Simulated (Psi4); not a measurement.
# One shape, several levels: WCl4O (SMILES O=[W](Cl)(Cl)(Cl)Cl)

Aim: a comparison of 5 runs (BHLYP/def2-SVP, M06-L/def2-SVP, TPSS/def2-SVP, r2SCAN/def2-SVP, revPBE/def2-SVP) of WCl4O. 

Program for the calculation: Psi4 1.11.

## Step 1: The system as given

WCl4O: 6 atoms, total charge 0, spin state singlet. SMILES: `O=[W](Cl)(Cl)(Cl)Cl`. One bond was lengthened or shortened from a relaxed shape.

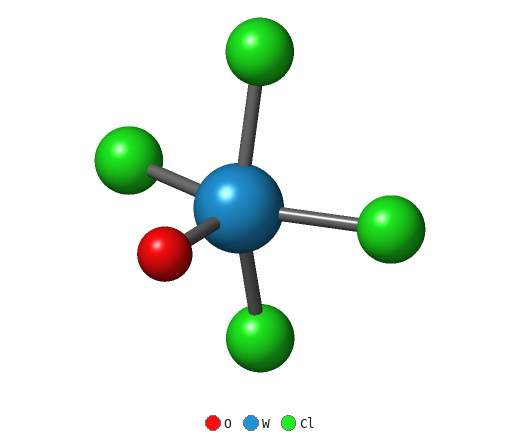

The structure, seen from a chosen angle (oxygen red, tungsten blue, chlorine green).

## Step 2: The energy at BHLYP/def2-SVP (core potential) (run 1)

calc.inp

```
memory 2200 MB

molecule mol {
  0 1
  O     -0.011481    -1.995905     0.213065
  W     -0.000510    -0.089070     0.009510
  Cl     1.915280     0.567920     1.072290
  Cl    -1.910010     0.350500    -1.170330
  Cl     1.129180     0.249450    -1.950250
  Cl    -1.123900     0.668360     1.852270
  symmetry c1
  no_reorient
  no_com
}

set basis def2-SVP
set puream true
set e_convergence 1e-09
set d_convergence 1e-08
set scf_type pk
set dft_radial_points 99
set dft_spherical_points 590

e_tot, wfn = energy('bhhlyp', return_wfn=True)
```

Command:

```console
$ psi4 -n 1 calc.inp calc.out
```

calc.out:

```text
[...]
    !!!  WARNING: ECP capability is in beta. Please check occupations closely.  !!!
[...]
  Running in c1 symmetry.
[...]
  Nuclear repulsion =  601.623361978275398
[...]
  Multiplicity = 1
[...]
  Nalpha       = 45
  Nbeta        = 45
[...]
    Number of basis functions: 118
[...]
   @RKS iter   1: -1981.59876773617839   -2.74198e-02   1.07086e-02 DIIS/ADIIS
[...]
   @RKS iter  17: -1982.45244262969231   -2.50111e-12   4.29618e-09 DIIS
[...]
  @RKS Final Energy: -1982.45244262969231
   => Energetics <=
    Nuclear Repulsion Energy =            601.6233619782753976
    One-Electron Energy =               -3955.6353756207054175
    Two-Electron Energy =                1437.8568388337675970
    DFT Exchange-Correlation Energy =     -66.2972678210296493
    Empirical Dispersion Energy =           0.0000000000000000
    VV10 Nonlocal Energy =                  0.0000000000000000
    Total Energy =                      -1982.4524426296923139
[...]
 Multipole Moments:
 ------------------------------------------------------------------------------------
     Multipole            Electronic (a.u.)      Nuclear  (a.u.)        Total (a.u.)
 ------------------------------------------------------------------------------------
 L = 1.  Multiply by 2.5417464519 to convert [e a0] to [Debye]
 Dipole X            :         -0.1471281            0.1518622            0.0047340
 Dipole Y            :        -25.6420592           26.4593594            0.8173002
 Dipole Z            :          2.7372932           -2.8245358           -0.0872426
 Magnitude           :                                                    0.8219570
[...]
```

It took 33 s on 1 thread of Intel Xeon Platinum 8259CL at 2.50GHz (Skylake/Cascade Lake), shared host; peak memory 0.69 GiB.

## Step 3: A single-point energy at M06-L/def2-SVP (core potential) (run 2)

input.json

```json
{
 "schema_name": "qcschema_input",
 "schema_version": 1,
 "molecule": {
  "schema_name": "qcschema_molecule",
  "schema_version": 2,
  "symbols": ["O", "W", "Cl", "Cl", "Cl", "Cl"],
  "geometry": [-0.02169595, -3.77171382, 0.4026345, -0.00096376, -0.16831791, 0.0179713, 3.61935465, 1.07321326, 2.02633443, -3.6093958, 0.66234901, -2.21160318, 2.13384095, 0.47139218, -3.68543837, -2.12386319, 1.26301735, 3.50028301],
  "molecular_charge": 0,
  "molecular_multiplicity": 1,
  "fix_symmetry": "c1",
  "fix_com": true,
  "fix_orientation": true
 },
 "driver": "energy",
 "model": {
  "method": "m06-l",
  "basis": "def2-SVP"
 },
 "keywords": {
  "puream": true,
  "e_convergence": 1e-09,
  "d_convergence": 1e-08,
  "scf_type": "pk",
  "dft_radial_points": 99,
  "dft_spherical_points": 590,
  "scf_properties": ["LOWDIN_CHARGES", "MULLIKEN_CHARGES", "WIBERG_LOWDIN_INDICES"]
 }
}
```

Command:

```console
$ psi4 --qcschema input.json -n 1 --memory 2200MB
```

stdout:

```text
[...]
    !!!  WARNING: ECP capability is in beta. Please check occupations closely.  !!!
[...]
  Running in c1 symmetry.
[...]
  Nuclear repulsion =  601.623362095466405
[...]
  Multiplicity = 1
[...]
  Nalpha       = 45
  Nbeta        = 45
[...]
    Number of basis functions: 118
[...]
   @RKS iter   1: -1981.74691322356989    2.92433e-01   1.15303e-02 ADIIS/DIIS
[...]
   @RKS iter  17: -1982.73732410900311   -4.09273e-12   3.40595e-09 DIIS
[...]
  @RKS Final Energy: -1982.73732410900311
   => Energetics <=
    Nuclear Repulsion Energy =            601.6233620954664048
    One-Electron Energy =               -3956.4369546086936680
    Two-Electron Energy =                1501.2232586640548107
    DFT Exchange-Correlation Energy =    -129.1469902598305168
    Empirical Dispersion Energy =           0.0000000000000000
    VV10 Nonlocal Energy =                  0.0000000000000000
    Total Energy =                      -1982.7373241090031115
[...]
 Multipole Moments:
 ------------------------------------------------------------------------------------
     Multipole            Electronic (a.u.)      Nuclear  (a.u.)        Total (a.u.)
 ------------------------------------------------------------------------------------
 L = 1.  Multiply by 2.5417464519 to convert [e a0] to [Debye]
 Dipole X            :         -0.1481029            0.1518621            0.0037593
 Dipole Y            :        -25.8110136           26.4593593            0.6483457
 Dipole Z            :          2.7553266           -2.8245357           -0.0692090
 Magnitude           :                                                    0.6520400
[...]
```

The result, in JSON:

```text
{
 "driver": "energy",
 "model": {
  "method": "m06-l",
  "basis": "def2-SVP"
 },
 "success": true,
 "return_result": -1982.737324109003,
 "properties": {
  "calcinfo_nbasis": 118,
  "calcinfo_nmo": 118,
  "calcinfo_nalpha": 45,
  "calcinfo_nbeta": 45,
  "calcinfo_natom": 6,
  "nuclear_repulsion_energy": 601.6233620954664,
  "return_energy": -1982.737324109003,
  "scf_one_electron_energy": -3956.4369546086937,
  "scf_two_electron_energy": 1501.2232586640548,
  "scf_xc_energy": -129.14699025983052,
  "scf_dipole_moment": [0.003759262023459442, 0.648345693546176, -0.06920904870835631],
  "scf_total_energy": -1982.737324109003,
  "scf_iterations": 17
 }
}
```

It took 71 s on 1 thread of Intel Xeon Platinum 8259CL at 2.50GHz (Skylake/Cascade Lake), shared host; peak memory 0.69 GiB.

Runs 3 to 4 aren't shown in full; the table further down has their settings and results.

## Step 4: Energy and forces at revPBE/def2-SVP (core potential) (run 5)

input.inp

```
memory 2200 mb

molecule {
  0 1
  O
  W 1 R2
  Cl 2 R3 1 A3
  Cl 2 R4 1 A4 3 D4
  Cl 2 R5 1 A5 4 D5
  Cl 2 R6 1 A6 5 D6

  R2 = 1.9177
  R3 = 2.287223
  A3 = 103.95067
  R4 = 2.287233
  A4 = 103.94987
  D4 = -179.99979
  R5 = 2.287237
  A5 = 103.94196
  D5 = -89.99999
  R6 = 2.287241
  A6 = 103.94263
  D6 = 179.99978
  units angstrom
  symmetry c1
}

set globals {
  basis def2-SVP
  puream true
  e_convergence 1e-09
  d_convergence 1e-08
  scf_type pk
  dft_radial_points 99
  dft_spherical_points 590
}

energy_value, wavefunction = gradient('revpbe', return_wfn=True)
oeprop(wavefunction, 'QUADRUPOLE', 'DIPOLE', 'MULLIKEN_CHARGES', title='REVPBE')
print_variables()
```

Command:

```console
$ psi4 input.inp input.out -n 1
```

input.out:

```text
[...]
    !!!  WARNING: ECP capability is in beta. Please check occupations closely.  !!!
[...]
  Running in c1 symmetry.
[...]
  Nuclear repulsion =  601.623359859525863
[...]
  Multiplicity = 1
[...]
  Nalpha       = 45
  Nbeta        = 45
[...]
    Number of basis functions: 118
[...]
   @RKS iter   1: -1981.39392387408748    2.93532e-01   1.18462e-02 DIIS/ADIIS
[...]
   @RKS iter  16: -1982.40872134422830   -1.13687e-12   6.45052e-09 DIIS
[...]
  @RKS Final Energy: -1982.40872134422830
   => Energetics <=
    Nuclear Repulsion Energy =            601.6233598595258627
    One-Electron Energy =               -3956.3869164346710932
    Two-Electron Energy =                1501.0894040361490624
    DFT Exchange-Correlation Energy =    -128.7345688052321862
    Empirical Dispersion Energy =           0.0000000000000000
    VV10 Nonlocal Energy =                  0.0000000000000000
    Total Energy =                      -1982.4087213442282973
[...]
  -Total Gradient:
     Atom            X                  Y                   Z
    ------   -----------------  -----------------  -----------------
       1        0.000000410225     0.000000540129    -0.130738758560
       2        0.000000698125    -0.000003264620     0.142508122222
       3       -0.000000361617     0.010954050493    -0.002943950302
       4       -0.000000186488    -0.010951014766    -0.002943564726
       5       -0.010952792625    -0.000000216232    -0.002942402357
       6        0.010952229878    -0.000000093538    -0.002941898508
[...]
```

Wall time 50 s (1 thread of Intel Xeon Platinum 8259CL at 2.50GHz (Skylake/Cascade Lake), shared host); peak memory 0.69 GiB.

## Step 5: All runs side by side

```csv
run,level,task,energy (Eh),dipole moment (D),HOMO energy (eV),LUMO energy (eV),wall time
1,BHLYP/def2-SVP (core potential),energy,-1982.452443,2.09,-10.39,-4.47,33 s
2,M06-L/def2-SVP (core potential),energy,-1982.737324,1.66,-8.25,-5.85,71 s
3,TPSS/def2-SVP (core potential),gradient,-1982.807357,1.66,-7.96,-5.71,1.7 min
4,r2SCAN/def2-SVP (core potential),energy,-1982.584066,1.73,-8.22,-5.82,75 s
5,revPBE/def2-SVP (core potential),gradient,-1982.408721,1.65,-7.73,-5.58,50 s
```

## Step 6: Outcome

```
                       quantity           value
            run 5: total energy  -1982.40872 Eh
           run 5: dipole moment          1.65 D
             run 5: HOMO energy        -7.73 eV
             run 5: LUMO energy        -5.58 eV
           run 5: HOMO–LUMO gap         2.15 eV
run 5: largest force on an atom      7.328 eV/Å
```

**Reading.** The dipole moment (its size) runs from 1.65 D (revPBE/def2-SVP) to 2.09 D (BHLYP/def2-SVP). The HOMO–LUMO gap runs from 2.15 eV (revPBE/def2-SVP) to 5.93 eV (BHLYP/def2-SVP). Totals of different functionals can't be ranked against each other. All runs together took 5.5 min, the longest 1.7 min.
